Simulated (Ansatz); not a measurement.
System: C₇H₇BF₆O₂ (BMe2(hfac)).

```xyz
23

B     1.0025   -0.0299    0.8932
C     0.6696    0.0267    2.4442
H    -0.4129    0.0942    2.6480
H     1.1496    0.9014    2.9136
H     1.0501   -0.8700    2.9610
C     2.5049   -0.1312    0.3909
H     2.5872   -0.1680   -0.7090
H     2.9937   -1.0347    0.7915
H     3.0901    0.7367    0.7373
O     0.3470    1.2405    0.2097
C    -0.6015    1.1950   -0.6296
C    -1.0540    2.5699   -1.1210
F    -0.0226    3.2326   -1.6449
F    -1.5407    3.2783   -0.0996
F    -2.0080    2.4619   -2.0535
C    -1.2138    0.0282   -1.0854
C    -0.7248   -1.1734   -0.5596
C    -1.3489   -2.4934   -1.0234
F    -0.8022   -3.5364   -0.4183
F    -1.1869   -2.6241   -2.3475
F    -2.6647   -2.4826   -0.7690
O     0.2115   -1.2710    0.2816
H    -2.0253    0.0494   -1.8100
```

Geometry: r2SCAN-D4/def2-SVP; not at a stationary point (largest force 0.7 eV/Å).

Theory: RKS PBE0-D4/def2-TZVP (Ansatz).

> Predict the electron density and electron localisation function between the atoms.

C–O (1.26 Å): the density is about 2.9 e/Å³ at the midpoint; the ELF peaks at about 0.85 between the atoms; a short, strongly polar bond.
C–F (1.32 Å): ρ is about 2.5 e/Å³ halfway; the ELF peaks at about 0.85 between the atoms: a shared but strongly polarised pair.
C–C (1.39 Å): ρ at the midpoint is about 2.1 e/Å³; the ELF peaks at about 0.95 between the atoms, as expected for localised, covalent bonding.
B–O (1.58 Å): ρ at the midpoint is about 1.2 e/Å³; the ELF peaks at about 0.90 between the atoms, as expected for a shared but strongly polarised pair.

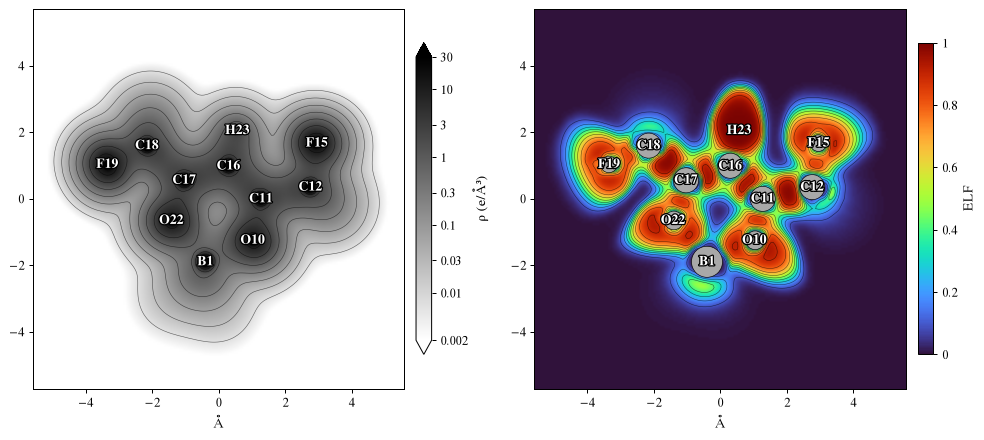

Computed electron density and electron localisation function on the plane of atoms B1, O22 and C17, in this order. Grey discs cover the atomic cores in the ELF map. 
